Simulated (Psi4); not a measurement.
# OMP2/aug-cc-pVDZ (density fitting for correlation) run of B2H5F (diborane mono F)

What is the vertical ionisation energy of B2H5F (diborane mono F) at OMP2/aug-cc-pVDZ (density fitting for correlation)? 

The calculation is run with Psi4 1.11.

### 1 The molecule

The species is B2H5F (8 atoms), meant as a singlet with charge 0. The coordinates come from a GFN2-xTB relaxation.

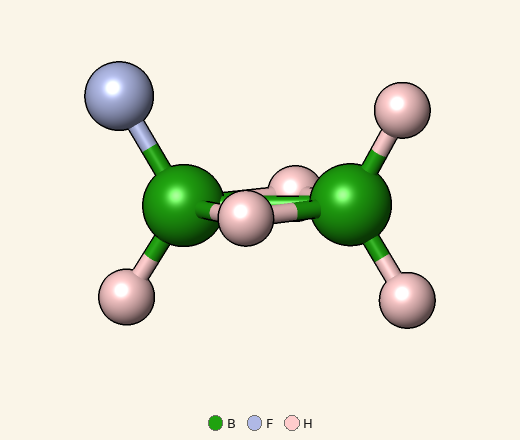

Viewed from a chosen angle; boron green, fluorine light blue, hydrogen pink.

### 2 The energy at OMP2/aug-cc-pVDZ (density fitting for correlation)

input.inp

```
memory 1600 MB

molecule {
  0 1
  B
  F 1 r2
  H 1 r3 2 a3
  H 1 r4 3 a4 2 d4
  B 4 r5 1 a5 3 d5
  H 5 r6 4 a6 1 d6
  H 5 r7 6 a7 4 d7
  H 5 r8 6 a8 7 d8

  r2 = 1.337958
  r3 = 1.17561
  a3 = 116.10334
  r4 = 1.358527
  a4 = 113.11898
  d4 = 129.18972
  r5 = 1.301475
  a5 = 86.67786
  d5 = 116.4303
  r6 = 1.170861
  a6 = 110.91404
  d6 = 114.02698
  r7 = 1.171449
  a7 = 119.03174
  d7 = -127.64019
  r8 = 1.303919
  a8 = 110.7393
  d8 = -127.36345
  symmetry c1
  no_reorient
  no_com
}

set reference rhf
set puream true
set e_convergence 1e-09
set d_convergence 1e-08
set scf_type pk
set num_frozen_docc 3

energy("omp2/aug-cc-pVDZ")
print_variables()
```

Run with:

```console
$ psi4 -n 1 input.inp input.out
```

input.out:

```text
[...]
  Running in c1 symmetry.
[...]
  Nuclear repulsion =   63.204322596511986
[...]
  Multiplicity = 1
[...]
  Nalpha       = 12
  Nbeta        = 12
[...]
    Number of basis functions: 114
[...]
   @RHF iter   1:  -151.68161186059780   -7.03650e-01   2.77367e-03 DIIS/ADIIS
[...]
   @RHF iter  10:  -151.74247879667863   -1.86731e-11   5.33881e-09 DIIS
[...]
    Orbital Energies [Eh]
    ---------------------
    Doubly Occupied:
       1A    -26.306786     2A     -7.704922     3A     -7.624905
       4A     -1.614366     5A     -0.894951     6A     -0.755794
       7A     -0.691716     8A     -0.687810     9A     -0.607973
      10A     -0.538193    11A     -0.521445    12A     -0.502786
[...]
  @RHF Final Energy:  -151.74247879667863
   => Energetics <=
    Nuclear Repulsion Energy =             63.2043225965119859
    One-Electron Energy =                -332.9903086468521565
    Two-Electron Energy =                 118.0435072536615451
    Total Energy =                       -151.7424787966786255
[...]
 Multipole Moments:
 ------------------------------------------------------------------------------------
     Multipole            Electronic (a.u.)      Nuclear  (a.u.)        Total (a.u.)
 ------------------------------------------------------------------------------------
 L = 1.  Multiply by 2.5417464519 to convert [e a0] to [Debye]
 Dipole X            :          0.0030272           -0.0030055            0.0000217
 Dipole Y            :          2.1250700           -2.0945053            0.0305648
 Dipole Z            :          4.0509409           -4.4885447           -0.4376038
 Magnitude           :                                                    0.4386699
[...]
	Warning: cc_lambda option is changed to TRUE
	For this residual convergence, default PCG convergence is:     1.00e-07
[...]
	DF-MP2 Total Energy (a.u.)         :  -152.15951447072561
[...]
	DF-MP2 Total Energy (a.u.)         :  -152.16450641631303
[...]
	DF-OMP2 Total Energy (a.u.)        :  -152.16450641631184
[...]
```

It took 28 s on 1 thread of AMD EPYC 7R43 (Zen 3), shared host; peak memory 0.52 GiB.

### 3 The doublet cation at the same level

input.json

```json
{
 "schema_name": "qcschema_input",
 "schema_version": 1,
 "molecule": {
  "schema_name": "qcschema_molecule",
  "schema_version": 2,
  "symbols": ["B", "F", "H", "H", "B", "H", "H", "H"],
  "geometry": [-0.25084225, 1.65109151, -0.37898457, -0.49370985, 2.28957328, -2.81332977, -0.38219711, 3.31599692, 1.0860256, 1.82131804, 0.17338237, -0.04242435, 0.25762636, -1.65757327, 0.4588444, 0.36751394, -3.23583473, -1.08797202, 0.46978591, -2.22381081, 2.58837677, -1.78947615, -0.31282526, 0.18946394],
  "molecular_charge": 1,
  "molecular_multiplicity": 2,
  "fix_symmetry": "c1"
 },
 "driver": "energy",
 "model": {
  "method": "omp2",
  "basis": "aug-cc-pVDZ"
 },
 "keywords": {
  "reference": "uhf",
  "puream": true,
  "e_convergence": 1e-09,
  "d_convergence": 1e-08,
  "scf_type": "pk",
  "num_frozen_docc": 3,
  "maxiter": 200
 }
}
```

Run with:

```console
$ psi4 --qcschema input.json -n 1 --memory 1600MB
```

stdout:

```text
[...]
  Running in c1 symmetry.
[...]
  Nuclear repulsion =   63.204315805387502
[...]
  Multiplicity = 2
[...]
  Nalpha       = 12
  Nbeta        = 11
[...]
    Number of basis functions: 114
[...]
   @UHF iter   1:  -151.19104377323418   -2.13082e-01   2.80558e-03 ADIIS/DIIS
[...]
   @UHF iter  23:  -151.26860445600934   -8.44977e-11   7.99424e-09 DIIS
[...]
   @S^2 Observed:                7.857035419E-01
[...]
    Orbital Energies [Eh]
    ---------------------
    Alpha Occupied:
       1A    -26.581489     2A     -8.013237     3A     -7.903213
       4A     -1.881512     5A     -1.179056     6A     -1.044012
       7A     -0.985080     8A     -0.947460     9A     -0.922491
      10A     -0.850407    11A     -0.801049    12A     -0.772297
    Alpha Virtual:
      13A     -0.140822    14A     -0.107607    15A     -0.083847
      16A     -0.080298    17A     -0.078574    18A     -0.055990
      19A     -0.051240    20A     -0.043187    21A     -0.032053
      22A     -0.023967    23A     -0.007513    24A      0.002135
      25A      0.006369    26A      0.017380    27A      0.023743
[...]
  @UHF Final Energy:  -151.26860445600934
   => Energetics <=
    Nuclear Repulsion Energy =             63.2043158053875018
    One-Electron Energy =                -326.4286101743966810
    Two-Electron Energy =                 111.9556899129998015
    Total Energy =                       -151.2686044560093706
  UHF NO Occupations:
  HONO-2 :   10  A 1.9984631
  HONO-1 :   11  A 1.9845740
[...]
 Multipole Moments:
 ------------------------------------------------------------------------------------
     Multipole            Electronic (a.u.)      Nuclear  (a.u.)        Total (a.u.)
 ------------------------------------------------------------------------------------
 L = 1.  Multiply by 2.5417464519 to convert [e a0] to [Debye]
 Dipole X            :         -0.5023833            0.6706130            0.1682297
 Dipole Y            :          2.6096967           -3.1401879           -0.5304912
 Dipole Z            :         -2.2771769            3.7714057            1.4942289
 Magnitude           :                                                    1.5945037
[...]
	Warning: cc_lambda option is changed to TRUE
	For this residual convergence, default PCG convergence is:     1.00e-07
[...]
	DF-SCS-MP2 Total Energy (a.u.)     :  -151.68056131550404
	DF-SOS-MP2 Total Energy (a.u.)     :  -151.67863778985321
[...]
	DF-SCS-OMP2 Total Energy (a.u.)    :  -151.68982300734086
	DF-SOS-OMP2 Total Energy (a.u.)    :  -151.65388221500689
	DF-SCS(N)-OMP2 Total Energy (a.u.) :  -151.44715850266337
[...]
	DF-OMP2 Total Energy (a.u.)        :  -151.69562274119627
[...]
```

The result, in JSON:

```text
{
 "driver": "energy",
 "model": {
  "method": "omp2",
  "basis": "aug-cc-pVDZ"
 },
 "success": true,
 "return_result": -151.69562274119627,
 "properties": {
  "calcinfo_nbasis": 114,
  "calcinfo_nmo": 114,
  "calcinfo_nalpha": 12,
  "calcinfo_nbeta": 11,
  "calcinfo_natom": 8,
  "nuclear_repulsion_energy": 63.2043158053875,
  "return_energy": -151.69562274119627,
  "scf_one_electron_energy": -326.4286101743967,
  "scf_two_electron_energy": 111.9556899129998,
  "scf_dipole_moment": [0.16822967723980353, -0.5304912122028456, 1.4942288509832617],
  "scf_total_energy": -151.26860445600934,
  "scf_iterations": 23,
  "mp2_same_spin_correlation_energy": -0.10039365399340822,
  "mp2_opposite_spin_correlation_energy": -0.3154102568029842,
  "mp2_singles_energy": 0.0,
  "mp2_doubles_energy": -0.4158039107963924,
  "mp2_correlation_energy": -0.41580391079639867,
  "mp2_total_energy": -151.68440836680574
 }
}
```

Wall time 1.7 min (1 thread of AMD EPYC 7R43 (Zen 3), shared host); peak memory 0.51 GiB.

### 4 Outcome

Level: OMP2/aug-cc-pVDZ (density fitting for correlation), 3 core orbitals frozen.

| quantity | value |
| --- | --- |
| singlet B2H5F: total energy | -152.16451 Eh |
| singlet B2H5F: HOMO energy (Hartree–Fock orbitals) | -13.68 eV |
| singlet B2H5F: LUMO energy (Hartree–Fock orbitals) | 0.90 eV |
| singlet B2H5F: HOMO–LUMO gap (Hartree–Fock orbitals) | 14.58 eV |
| singlet B2H5F: correlation energy (3 core orbitals frozen) | -422.0 mEh |
| doublet cation: total energy | -151.69562 Eh |
| doublet cation: HOMO energy (Hartree–Fock orbitals) (highest over α and β) | -19.42 eV |
| doublet cation: LUMO energy (Hartree–Fock orbitals) (lowest over α and β) | -11.99 eV |
| doublet cation: correlation energy (3 core orbitals frozen) | -427.0 mEh |
| doublet cation: ⟨S²⟩ of the reference determinant | 0.786 |
| vertical ionisation energy (to the doublet cation) | 12.759 eV |

Removing an electron at fixed nuclei costs 12.76 eV (1231 kJ/mol).
